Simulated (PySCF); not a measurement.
# MoSH2: triplet, from a PBE0 minimum start

Aim: relax MoSH2 as a triplet from a PBE0 minimum start, check by its vibrations whether the end is a minimum, and collect its spectrum and constants.

Computed with PySCF 2.14.0. Level: PBE0, basis Mo def2-TZVP with ECP28, S def2-TZVP, H def2-TZVP, scalar-relativistic core potentials, no spin–orbit coupling, density fitting.

## (1) Where the work starts

4 atoms, charge 0, spin multiplicity 3.

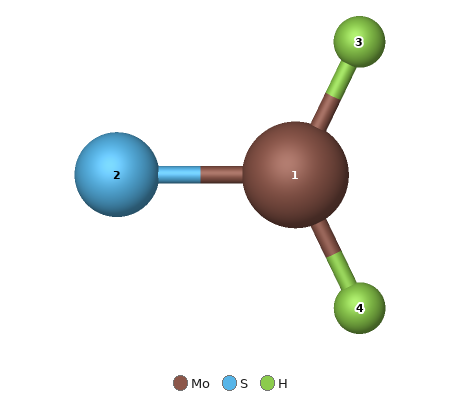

As it starts; molybdenum brown, sulfur blue, hydrogen green; atoms are numbered from 1 in the order of the file.

```xyz
4
charge 0 multiplicity 3
Mo   -0.4919    0.0000    0.0004
S     1.5842    0.0000   -0.0013
H    -1.2368   -1.5531   -0.0009
H    -1.2368    1.5531   -0.0009
```

## (2) The SCF at the typed geometry

The steps below are one call of a driver around PySCF. For each, scf.py gives the equivalent set-up of the SCF; relaxations use the driver's own optimiser. After this first run the driver tries any further starts and a stability analysis.

Input file scf.py:

```python
from pyscf import gto, scf, dft
mol = gto.M(atom='''
Mo    -0.491890     0.000000     0.000430
S      1.584250    -0.000000    -0.001250
H     -1.236800    -1.553070    -0.000890
H     -1.236800     1.553070    -0.000890''',
    basis={'Mo': 'def2-TZVP', 'S': 'def2-TZVP', 'H': 'def2-TZVP'},
    ecp={'Mo': 'def2-TZVP'},
    charge=0, spin=2)
mf = dft.UKS(mol, xc='PBE0')
mf.grids.atom_grid = (50, 194)
aux = {'Mo': 'def2-universal-JKFIT', 'S': 'def2-universal-JKFIT', 'H': 'def2-universal-JKFIT'}
mf = mf.density_fit(auxbasis=aux)
mf.conv_tol = 1e-08
mf.diis_space = 10
mf.max_cycle = 60
mf.init_guess = 'minao'
mf.verbose = 4
mf.kernel()
```

On the command line:

```
$ OMP_NUM_THREADS=4 python axn.py task.json out
```

Standard output:

```text
init E= -460.863099318129
[... the frontier-level lines of each cycle are left out ...]
cycle= 1 E= -467.27668719997  delta_E= -6.41  |g|= 0.497  |ddm|= 2.66
cycle= 2 E= -466.77057648535  delta_E= 0.506  |g|= 1.03  |ddm|= 1.16
cycle= 3 E= -467.376642050654  delta_E= -0.606  |g|= 0.259  |ddm|= 0.976
cycle= 4 E= -467.412137284317  delta_E= -0.0355  |g|= 0.0707  |ddm|= 0.232
cycle= 5 E= -467.415506870461  delta_E= -0.00337  |g|= 0.015  |ddm|= 0.0725
cycle= 6 E= -467.415822115385  delta_E= -0.000315  |g|= 0.00717  |ddm|= 0.0211
cycle= 7 E= -467.416049111599  delta_E= -0.000227  |g|= 0.00433  |ddm|= 0.023
cycle= 8 E= -467.416178645483  delta_E= -0.00013  |g|= 0.00424  |ddm|= 0.0257
cycle= 9 E= -467.416208087731  delta_E= -2.94e-05  |g|= 0.00135  |ddm|= 0.0103
cycle= 10 E= -467.416212477674  delta_E= -4.39e-06  |g|= 0.000297  |ddm|= 0.00475
cycle= 11 E= -467.416212916781  delta_E= -4.39e-07  |g|= 0.000117  |ddm|= 0.00148
cycle= 12 E= -467.416212957038  delta_E= -4.03e-08  |g|= 5.62e-05  |ddm|= 0.00047
cycle= 13 E= -467.416212959669  delta_E= -2.63e-09  |g|= 1.37e-05  |ddm|= 8.24e-05
Extra cycle  E= -467.416212959582  delta_E= 8.75e-11  |g|= 2.29e-05  |ddm|= 2.99e-05
converged SCF energy = -467.416212959582  <S^2> = 2.0833545  2S+1 = 3.0550643
```

This step, with its further starts and checks, took 9.8 s on 4 threads of Arm Neoverse V2, shared host.

The starts that the driver tried:

```csv
start,energy (Eh)
the minimal-basis guess,-467.416213
a thermally smeared density,-467.416213
a smeared PBE density,-467.416213
```

The test of internal stability and the other starts found no lower solution of this spin.

## (3) PBE0 minimum start, triplet: relaxation

The program finds C2v symmetry in the start, which this walk keeps. Threshold on the gradient: 0.0003 Eh/bohr, with a further test on the energy change.

scf.py, as its differences from that of step 2:

```diff
@@ -3,4 +3,4 @@
-Mo    -0.491890     0.000000     0.000430
-S      1.584250    -0.000000    -0.001250
-H     -1.236800    -1.553070    -0.000890
-H     -1.236800     1.553070    -0.000890''',
+Mo    -0.491891     0.000000    -0.000001
+S      1.584249     0.000000     0.000004
+H     -1.236801    -1.553070    -0.000003
+H     -1.236801     1.553070    -0.000003''',
@@ -17 +16,0 @@
-mf.init_guess = 'minao'
```

The optimiser's trace:

```csv
step,energy (Eh),change (kJ/mol),largest symmetric gradient (Eh/bohr)
0,-467.416213,0.00,0.00007
```

The walk took 1.3 s.

Positions (Å) and forces (eV/Å) along the way:

```
step 0
Mo  -0.492   0.000   0.000  -0.004   0.000   0.000
S    1.584   0.000   0.000   0.003   0.000   0.000
H   -1.237  -1.553   0.000   0.000   0.003   0.000
H   -1.237   1.553   0.000   0.000  -0.003   0.000
```

After 0 steps and 0.0 kJ/mol it ends at C2v: Mo–H 1.722 Å (×2), Mo–S 2.076 Å; H–Mo–H 128.8°, H–Mo–S 115.6° (×2).

## (4) Vibrations and properties at this point

The point is checked on the finer grid, and tightened if its gradient asks for it. The Hessian and the dipole derivatives come from central differences of analytic gradients, with steps of 0.02 bohr.

scf.py, as its differences from that of step 3:

```diff
@@ -3,4 +3,4 @@
-Mo    -0.491891     0.000000    -0.000001
-S      1.584249     0.000000     0.000004
-H     -1.236801    -1.553070    -0.000003
-H     -1.236801     1.553070    -0.000003''',
+Mo    -0.491951    -0.000000    -0.000001
+S      1.584269     0.000000     0.000004
+H     -1.236781    -1.553002    -0.000003
+H     -1.236781     1.553002    -0.000003''',
@@ -11 +11 @@
-mf.grids.atom_grid = (50, 194)
+mf.grids.atom_grid = (75, 302)
@@ -14 +14 @@
-mf.conv_tol = 1e-08
+mf.conv_tol = 1e-10
```

This SCF starts from the last density.

SCF at the final geometry:

```text
init E= -467.416236284071
[... the frontier-level lines of each cycle are left out ...]
cycle= 1 E= -467.416236284077  delta_E= -5.57e-12  |g|= 1.96e-06  |ddm|= 4.09e-06
Extra cycle  E= -467.416236284061  delta_E= 1.51e-11  |g|= 5.59e-06  |ddm|= 5.8e-06
converged SCF energy = -467.416236284061  <S^2> = 2.0833865  2S+1 = 3.0550853
```

The whole step took 34 s.

Geometry: C2v; Mo–H 1.722 Å (×2), Mo–S 2.076 Å; H–Mo–H 128.8°, H–Mo–S 115.6° (×2).

Modes, for the most abundant isotopes:

| symmetry | ω (cm⁻¹) | IR (km/mol) | μ (u) | type |
| --- | --- | --- | --- | --- |
| b1 | 170 | 118 | 1.05 | bend |
| b2 | 412 | 0.7 | 1.08 | bend |
| a1 | 559 | 25.1 | 10.45 | mixed |
| a1 | 830 | 40.1 | 1.10 | bend |
| b2 | 1829 | 237 | 1.03 | stretch |
| a1 | 1848 | 257 | 1.01 | stretch |

No imaginary mode, so this is a minimum.

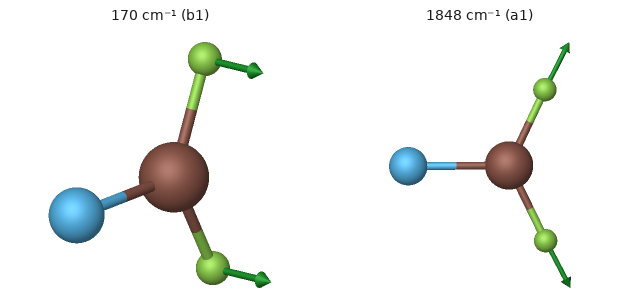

Displacements of 2 of the modes, as arrows (one member where a mode is degenerate).

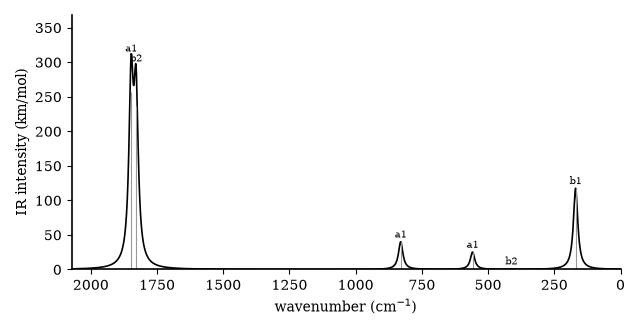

The harmonic infrared spectrum (widths in cm⁻¹). Lines are broadened to a width of 20 cm⁻¹ (Lorentzian).

Properties at this point:

| Item | Value |
| --- | --- |
| Dipole moment | 1.22 D |
| Highest occupied level | -7.25 eV |
| Lowest empty level | -3.68 eV |
| Rotational constants | 3.468, 0.1575, 0.1507 cm⁻¹ |
| Zero-point energy | 33.8 kJ/mol |
| Principal polarisabilities | 50.6, 57.2, 84.7 bohr³ |
| Atomisation energy without zero-point energy | 882 kJ/mol |
| Principal traceless quadrupole moments about the centre of mass | -5.65, 2.02, 3.63 D Å |
| Entropy at 298.15 K and 1 bar (electronic part: spin only) | 284.3 J/(mol K) |
| Heat capacity Cp at 298.15 K | 54.6 J/(mol K) |
| Enthalpy at 298.15 K above 0 K | 12.97 kJ/mol |
| Rotational symmetry number | 2 |
| Spin squared ⟨S²⟩ | 2.083 |

Charges (e) and bond orders:

```csv
atom,Mulliken,Löwdin,polar tensor,spin (Mulliken),Mayer order to Mo1
Mo1,0.58,-0.02,0.99,2.52,–
S2,-0.37,0.18,-0.45,-0.34,2.26
"H3,4",-0.10,-0.08,-0.27,-0.09,0.93
```

Outer orbital energies (eV). α occupied: -19.00, -10.13, -9.86, -9.75, -9.00, -7.82, -7.65, -7.25; empty: -3.68, -2.68, -1.97, -0.42. β occupied: -43.27, -42.96, -19.34, -9.88, -9.50, -9.43, -8.92, -7.98; empty: -2.73, -2.61, -2.40, -2.18.

Mulliken populations on Mo1 (outside its core potential): s 2.64, p 6.37, d 4.39, f 0.02.

## (5) Outcome

| quantity | value |
| --- | --- |
| minimum | triplet, C2v |
| geometry | Mo–H 1.722 Å (×2), Mo–S 2.076 Å; H–Mo–H 128.8°, H–Mo–S 115.6° (×2) |
| wavenumbers (cm⁻¹) | 170 (b1), 412 (b2), 559 (a1), 830 (a1), 1829 (b2), 1848 (a1) |
| dipole moment | 1.22 D |
| highest occupied, lowest empty level (either spin) | -7.25, -3.68 eV |
| polar-tensor charge of Mo1 | +0.99 e |
| zero-point energy | 33.8 kJ/mol |
| entropy at 298.15 K | 284.3 J/(mol K) |
| atomisation energy (no zero-point energy) | 882 kJ/mol |
| ⟨S²⟩ | 2.083 |

In words: The molecule stays C2v, as typed, and the end point is a minimum. The strongest infrared band lies at 1848 cm⁻¹ (a1, stretch). Most of the spin sits on Mo1 (Mulliken spin 2.52, against 2 for the whole molecule). Other starts or spin states, not run here, may lie lower. Open d and f shells are described by one determinant, and the ground state may have another occupation or spin.

The search up to here took 46 s.
